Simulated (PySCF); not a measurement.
# Geometry relaxation of C$_{2}$H$_{12}$OSi$_{3}$

- system: C$_{2}$H$_{12}$OSi$_{3}$, SMILES COC[SiH]([SiH3])[SiH3]
- method: PBE0-D3(BJ)/def2-SVP geometry optimisation, gas phase (PySCF 2.14.0)

It belongs to a series of runs on one base structure; here: H on Si replaced by CH2OCH3.

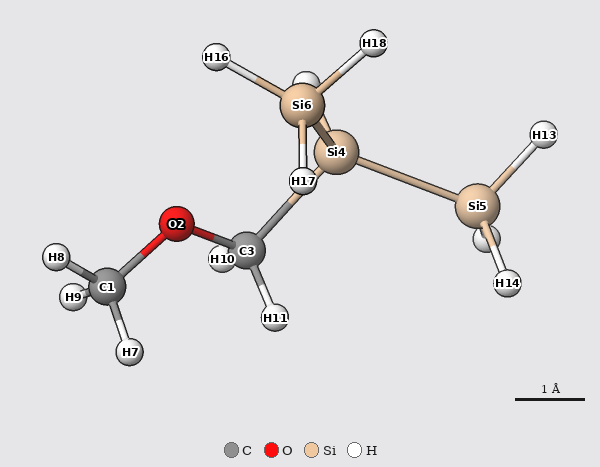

Fig. 1: The input geometry (ball-and-stick view, seen at a tilt; atoms are numbered from 1 in the order of the input).

## Input file
```
{"job": {"xc": "PBE0", "basis": "def2-SVP", "d3": "d3bj", "grid": 1, "shake": 0.01, "kind": "geom"}, "charge": 0, "multiplicity": 1}
C     -2.758160     0.750580     0.409950
O     -1.458130     0.722800    -0.046940
C     -0.928570    -0.580030    -0.121210
Si     0.930600    -0.255840    -0.677870
Si     2.213400    -2.073580    -0.061110
Si     1.244010     1.879080     0.177600
H     -2.858820     0.361910     1.419520
H     -3.059160     1.829190     0.407850
H     -3.446060     0.217850    -0.240980
H     -1.490680    -1.197930    -0.800060
H     -0.979230    -1.066640     0.880990
H      0.825080    -0.237000    -2.146540
H      3.580360    -1.835520    -0.456320
H      2.215910    -2.275930     1.408530
H      1.832800    -3.374750    -0.623050
H      0.530830     2.964920    -0.495160
H      0.910440     1.962320     1.602500
H      2.667850     2.220530     0.096580
```

The first line tells a small driver script what to run in PySCF; the rest is the geometry in Å.

Run as:
```bash
OMP_NUM_THREADS=1 python <driver script> task.json out
```

## Log
```
step   0  E = -1026.16517296  max force = 0.034004
step   1  E = -1026.17544332  max force = 0.014020
step   2  E = -1026.17628808  max force = 0.005628
step   3  E = -1026.17669177  max force = 0.001070
step   4  E = -1026.17679812  max force = 0.001647
step   5  E = -1026.17689304  max force = 0.001089
step   6  E = -1026.17692284  max force = 0.000700
step   7  E = -1026.17694328  max force = 0.000331
step   8  E = -1026.17695561  max force = 0.000398
optimisation converged
```

## Trajectory as extended XYZ (Å, eV, eV/Å), 9 frames, from step=0 to step=8
```
18
Properties=species:S:1:pos:R:3:forces:R:3 step=0 energy=-27923.37664
C    -2.7582    0.7506    0.4099   -0.3168   1.7486  -0.1404
O    -1.4581    0.7228   -0.0469    0.3646  -0.3405  -0.2438
C    -0.9286   -0.5800   -0.1212    1.3191   0.8278   0.9429
Si    0.9306   -0.2558   -0.6779   -1.6799  -0.4601   0.1870
Si    2.2134   -2.0736   -0.0611   -0.1072   0.0315   0.5936
Si    1.2440    1.8791    0.1776    0.2905  -0.0847   0.1413
H    -2.8588    0.3619    1.4195   -0.0255  -0.2928   0.6702
H    -3.0592    1.8292    0.4078   -0.0063  -0.6160   0.1259
H    -3.4461    0.2178   -0.2410   -0.3938  -0.4354  -0.4376
H    -1.4907   -1.1979   -0.8001   -0.4573  -0.6180  -0.7768
H    -0.9792   -1.0666    0.8810    0.0921   0.0080  -0.1446
H     0.8251   -0.2370   -2.1465    0.2387   0.1139  -0.5437
H     3.5804   -1.8355   -0.4563    1.0584   0.1793  -0.3035
H     2.2159   -2.2759    1.4085   -0.0702   0.1021   0.2975
H     1.8328   -3.3748   -0.6230   -0.3866  -0.3398  -0.3948
H     0.5308    2.9649   -0.4952   -0.3877   0.2174  -0.4585
H     0.9104    1.9623    1.6025   -0.1954  -0.1693   0.5614
H     2.6679    2.2205    0.0966    0.6633   0.1280  -0.0761
18
Properties=species:S:1:pos:R:3:forces:R:3 step=1 energy=-27923.65611
C    -2.8416    0.7368    0.4152    0.0083   0.0141  -0.0090
O    -1.5250    0.7299   -0.0495   -0.0472   0.0392  -0.0292
C    -0.9428   -0.5480   -0.1205    0.0994   0.0980   0.0397
Si    0.8777   -0.2495   -0.7030   -0.7209  -0.1478  -0.0883
Si    2.2412   -2.0233   -0.0330    0.1048   0.0267   0.0836
Si    1.3594    1.8574    0.1874    0.1853   0.0108   0.0553
H    -2.9197    0.3243    1.4409    0.0056  -0.0171  -0.0232
H    -3.1915    1.7786    0.4300    0.0393   0.0193   0.0102
H    -3.5167    0.1578   -0.2442    0.0178  -0.0502  -0.0031
H    -1.5040   -1.2024   -0.8243    0.1451   0.0165   0.0688
H    -0.9682   -1.0432    0.8725    0.0317  -0.0495   0.0048
H     0.8042   -0.2154   -2.1987    0.2057   0.0699  -0.0380
H     3.6549   -1.7913   -0.4471    0.0693   0.0078  -0.0484
H     2.2182   -2.1643    1.4553   -0.0371   0.0050   0.0301
H     1.7704   -3.3052   -0.6368   -0.0353  -0.0460  -0.0260
H     0.6214    2.9265   -0.5373   -0.0754   0.0375  -0.0357
H     1.0151    1.8835    1.6388   -0.0691  -0.0296   0.0460
H     2.8197    2.1605    0.0882    0.0727  -0.0044  -0.0376
18
Properties=species:S:1:pos:R:3:forces:R:3 step=2 energy=-27923.67910
C    -2.8504    0.7277    0.4119   -0.0350   0.0149  -0.0065
O    -1.5355    0.7364   -0.0527    0.0080  -0.0610  -0.0125
C    -0.9431   -0.5373   -0.1106    0.0538   0.0876   0.0208
Si    0.8544   -0.2449   -0.7104   -0.2894  -0.0631  -0.0901
Si    2.2306   -2.0131   -0.0330    0.0724   0.0255   0.0383
Si    1.3751    1.8538    0.1865    0.1394   0.0004   0.0354
H    -2.9206    0.3160    1.4380   -0.0062  -0.0034  -0.0011
H    -3.2111    1.7660    0.4229    0.0033  -0.0050   0.0065
H    -3.5137    0.1307   -0.2445   -0.0015  -0.0047   0.0064
H    -1.4904   -1.2063   -0.8059    0.0092  -0.0257   0.0185
H    -0.9524   -1.0307    0.8845    0.0105   0.0138  -0.0019
H     0.8254   -0.1968   -2.2089    0.1052   0.0401   0.0058
H     3.6474   -1.7781   -0.4500   -0.0054  -0.0046  -0.0139
H     2.1957   -2.1483    1.4574   -0.0129  -0.0003  -0.0015
H     1.7589   -3.2990   -0.6363   -0.0008  -0.0079   0.0045
H     0.6407    2.9332   -0.5359   -0.0164   0.0000   0.0096
H     1.0178    1.8699    1.6383   -0.0222  -0.0035  -0.0043
H     2.8439    2.1337    0.0825   -0.0121  -0.0029  -0.0139
18
Properties=species:S:1:pos:R:3:forces:R:3 step=3 energy=-27923.69008
C    -2.8863    0.7072    0.4048    0.0062  -0.0179  -0.0042
O    -1.5710    0.7382   -0.0606    0.0125  -0.0302   0.0015
C    -0.9528   -0.5219   -0.1016   -0.0409   0.0512  -0.0343
Si    0.8296   -0.2353   -0.7212    0.0383   0.0221  -0.0242
Si    2.2241   -1.9922   -0.0336   -0.0109   0.0140   0.0035
Si    1.4212    1.8447    0.1858    0.0311  -0.0410   0.0102
H    -2.9480    0.3017    1.4339   -0.0001   0.0026   0.0082
H    -3.2665    1.7384    0.4089   -0.0053  -0.0049  -0.0038
H    -3.5370    0.0890   -0.2445   -0.0039   0.0125  -0.0028
H    -1.4917   -1.2148   -0.7782   -0.0361  -0.0550  -0.0056
H    -0.9423   -1.0017    0.9000    0.0222   0.0224   0.0128
H     0.8534   -0.1706   -2.2191   -0.0097   0.0097   0.0145
H     3.6391   -1.7513   -0.4575   -0.0265   0.0020   0.0036
H     2.1827   -2.1173    1.4578    0.0105  -0.0012  -0.0067
H     1.7594   -3.2867   -0.6274    0.0180   0.0034   0.0169
H     0.7016    2.9463   -0.5210    0.0092  -0.0020   0.0224
H     1.0608    1.8539    1.6381    0.0127   0.0138  -0.0112
H     2.8961    2.0853    0.0692   -0.0272  -0.0016  -0.0007
18
Properties=species:S:1:pos:R:3:forces:R:3 step=4 energy=-27923.69298
C    -2.9054    0.6953    0.3965    0.0029  -0.0040   0.0002
O    -1.5912    0.7373   -0.0710    0.0064  -0.0204   0.0018
C    -0.9612   -0.5158   -0.0997   -0.0320   0.0029  -0.0498
Si    0.8175   -0.2294   -0.7264    0.0847   0.0264  -0.0025
Si    2.2209   -1.9777   -0.0336   -0.0319  -0.0006  -0.0042
Si    1.4456    1.8361    0.1892   -0.0117  -0.0339   0.0025
H    -2.9617    0.2972    1.4289    0.0008   0.0028   0.0023
H    -3.2963    1.7223    0.3930   -0.0100  -0.0019  -0.0017
H    -3.5505    0.0657   -0.2475   -0.0028   0.0078  -0.0019
H    -1.4980   -1.2261   -0.7618   -0.0176  -0.0269   0.0081
H    -0.9364   -0.9821    0.9081    0.0104   0.0230   0.0149
H     0.8511   -0.1590   -2.2231   -0.0281   0.0053   0.0052
H     3.6309   -1.7286   -0.4658   -0.0094   0.0067   0.0028
H     2.1867   -2.0941    1.4586    0.0114   0.0035  -0.0024
H     1.7665   -3.2810   -0.6154    0.0137   0.0003   0.0129
H     0.7345    2.9547   -0.4989    0.0071   0.0026   0.0152
H     1.0985    1.8422    1.6444    0.0142   0.0078  -0.0029
H     2.9213    2.0560    0.0584   -0.0081  -0.0014  -0.0006
18
Properties=species:S:1:pos:R:3:forces:R:3 step=5 energy=-27923.69556
C    -2.9331    0.6800    0.3787    0.0035  -0.0009   0.0008
O    -1.6202    0.7325   -0.0918   -0.0074   0.0152  -0.0080
C    -0.9721   -0.5101   -0.0960   -0.0073  -0.0402  -0.0237
Si    0.8026   -0.2215   -0.7330    0.0560   0.0074   0.0102
Si    2.2194   -1.9561   -0.0353   -0.0263  -0.0197  -0.0100
Si    1.4759    1.8212    0.1979   -0.0326   0.0010  -0.0016
H    -2.9821    0.3003    1.4184   -0.0007   0.0007  -0.0013
H    -3.3404    1.7005    0.3571    0.0008  -0.0008  -0.0013
H    -3.5702    0.0304   -0.2533   -0.0014  -0.0018   0.0007
H    -1.5057   -1.2486   -0.7315    0.0114   0.0057   0.0150
H    -0.9277   -0.9486    0.9240   -0.0065   0.0158   0.0092
H     0.8325   -0.1446   -2.2286   -0.0235   0.0057  -0.0022
H     3.6204   -1.6907   -0.4845    0.0084   0.0071   0.0005
H     2.2043   -2.0541    1.4583    0.0055   0.0099   0.0021
H     1.7834   -3.2754   -0.5933    0.0023  -0.0008   0.0046
H     0.7733    2.9669   -0.4527    0.0010   0.0034   0.0031
H     1.1607    1.8156    1.6602    0.0078  -0.0068   0.0038
H     2.9515    2.0151    0.0391    0.0090  -0.0008  -0.0018
18
Properties=species:S:1:pos:R:3:forces:R:3 step=6 energy=-27923.69637
C    -2.9446    0.6728    0.3652    0.0002   0.0058  -0.0006
O    -1.6324    0.7281   -0.1065   -0.0106   0.0164  -0.0119
C    -0.9748   -0.5092   -0.0908    0.0097  -0.0360   0.0016
Si    0.7973   -0.2179   -0.7347    0.0165  -0.0078   0.0089
Si    2.2212   -1.9464   -0.0383   -0.0067  -0.0170  -0.0096
Si    1.4850    1.8148    0.2048   -0.0176   0.0151  -0.0030
H    -2.9908    0.3103    1.4112    0.0002  -0.0010  -0.0017
H    -3.3598    1.6896    0.3265   -0.0006   0.0011   0.0006
H    -3.5772    0.0084   -0.2559    0.0013  -0.0048   0.0016
H    -1.5048   -1.2638   -0.7099    0.0152   0.0077   0.0090
H    -0.9230   -0.9276    0.9375   -0.0102   0.0103   0.0031
H     0.8148   -0.1382   -2.2301   -0.0093   0.0076  -0.0024
H     3.6171   -1.6730   -0.4989    0.0084   0.0019   0.0000
H     2.2196   -2.0311    1.4562    0.0010   0.0090   0.0030
H     1.7927   -3.2741   -0.5813   -0.0036   0.0000   0.0006
H     0.7808    2.9729   -0.4212   -0.0026   0.0011  -0.0016
H     1.1918    1.7952    1.6716    0.0014  -0.0109   0.0039
H     2.9596    2.0023    0.0284    0.0074   0.0015  -0.0015
18
Properties=species:S:1:pos:R:3:forces:R:3 step=7 energy=-27923.69693
C    -2.9540    0.6658    0.3485   -0.0003   0.0009   0.0000
O    -1.6423    0.7216   -0.1243   -0.0051   0.0085  -0.0133
C    -0.9738   -0.5097   -0.0815    0.0112  -0.0091   0.0170
Si    0.7944   -0.2148   -0.7344   -0.0153  -0.0153   0.0068
Si    2.2260   -1.9386   -0.0431    0.0111  -0.0045  -0.0056
Si    1.4885    1.8116    0.2127    0.0035   0.0159  -0.0037
H    -2.9970    0.3276    1.4027   -0.0006  -0.0008   0.0000
H    -3.3788    1.6775    0.2860    0.0019   0.0000   0.0002
H    -3.5804   -0.0190   -0.2565    0.0007  -0.0038   0.0016
H    -1.4976   -1.2822   -0.6828    0.0094  -0.0001   0.0009
H    -0.9178   -0.9036    0.9564   -0.0074   0.0051  -0.0011
H     0.7952   -0.1320   -2.2296    0.0043   0.0078  -0.0009
H     3.6172   -1.6606   -0.5165    0.0028  -0.0043  -0.0004
H     2.2388   -2.0088    1.4522   -0.0016   0.0038   0.0020
H     1.8000   -3.2730   -0.5709   -0.0066   0.0011  -0.0017
H     0.7756    2.9780   -0.3873   -0.0047  -0.0016  -0.0036
H     1.2175    1.7715    1.6836   -0.0038  -0.0080   0.0017
H     2.9611    2.0014    0.0186    0.0006   0.0044  -0.0001
18
Properties=species:S:1:pos:R:3:forces:R:3 step=8 energy=-27923.69726
C    -2.9593    0.6582    0.3343   -0.0016   0.0013   0.0015
O    -1.6485    0.7145   -0.1407   -0.0011  -0.0063  -0.0086
C    -0.9701   -0.5107   -0.0720    0.0052   0.0113   0.0118
Si    0.7944   -0.2120   -0.7321   -0.0205  -0.0117   0.0062
Si    2.2320   -1.9336   -0.0471    0.0149   0.0064  -0.0009
Si    1.4868    1.8135    0.2185    0.0135   0.0063  -0.0031
H    -2.9989    0.3443    1.3962    0.0005  -0.0006   0.0003
H    -3.3925    1.6646    0.2488   -0.0006  -0.0001   0.0002
H    -3.5802   -0.0459   -0.2538    0.0012  -0.0017   0.0004
H    -1.4866   -1.2987   -0.6588    0.0024  -0.0074  -0.0018
H    -0.9128   -0.8829    0.9736   -0.0010   0.0013  -0.0012
H     0.7831   -0.1269   -2.2271    0.0098   0.0056   0.0003
H     3.6202   -1.6569   -0.5307   -0.0018  -0.0066  -0.0010
H     2.2552   -1.9941    1.4486   -0.0012  -0.0014   0.0006
H     1.8021   -3.2705   -0.5650   -0.0058   0.0014  -0.0015
H     0.7615    2.9811   -0.3639   -0.0046  -0.0023  -0.0034
H     1.2295    1.7559    1.6916   -0.0053  -0.0008  -0.0005
H     2.9568    2.0130    0.0136   -0.0042   0.0052   0.0007
```

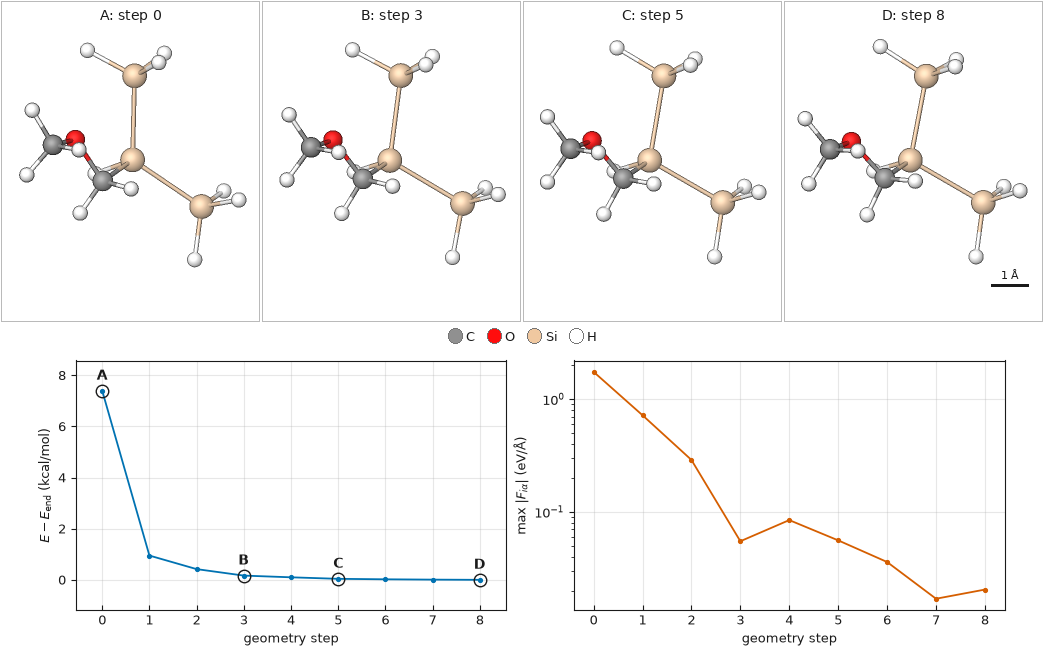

Fig. 2: Frames of the relaxation (ball-and-stick view, seen at a tilt) above the curves, on which the letters mark them (steps are counted from 0).

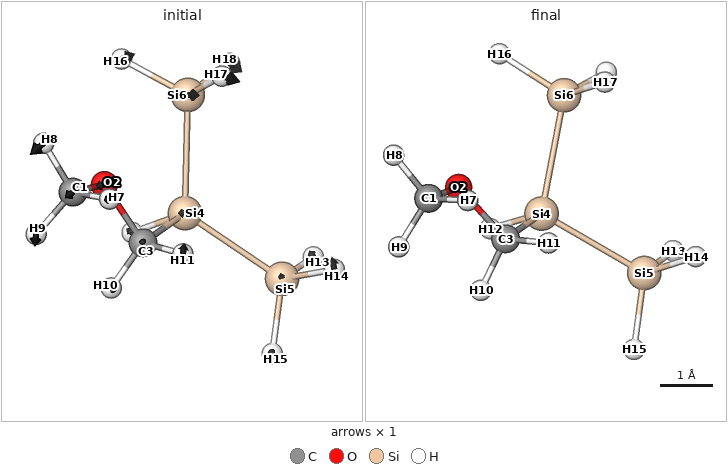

Fig. 3: Before (left) and after (right) the relaxation, at one scale (ball-and-stick view, seen at a tilt). The black arrows give the displacements, at true length. The atom that moves furthest after the best rigid fit is H17 (0.42 Å). By element the largest moves are H 0.42 Å, Si 0.28 Å, C 0.22 Å, O 0.20 Å. Among the contacts that change: C3–Si4 1.968 → 1.908 Å, Si5–H13 1.443 → 1.496 Å, Si4–Si5 2.309 → 2.345 Å, C3–H10 1.076 → 1.110 Å. Among the angles that change: Si5–Si4–Si6 123.4° → 109.6°, C3–Si4–H12 102.5° → 110.3°, C3–Si4–Si6 100.1° → 105.6°. Over 8 geometry steps the energy falls by 7.39 kcal/mol. Largest force component: 1.7 eV/Å at the start, 0.021 eV/Å at the end. (Atoms are counted from 1 in the order of the input.)

## Key numbers

```csv
quantity,value
outcome,converged
total energy,−1026.176956 hartree
dipole moment,1.83 D
point group,C1
hardware,"1 CPU thread, shared host"
wall time,1.8 min
peak memory,0.63 GiB
```
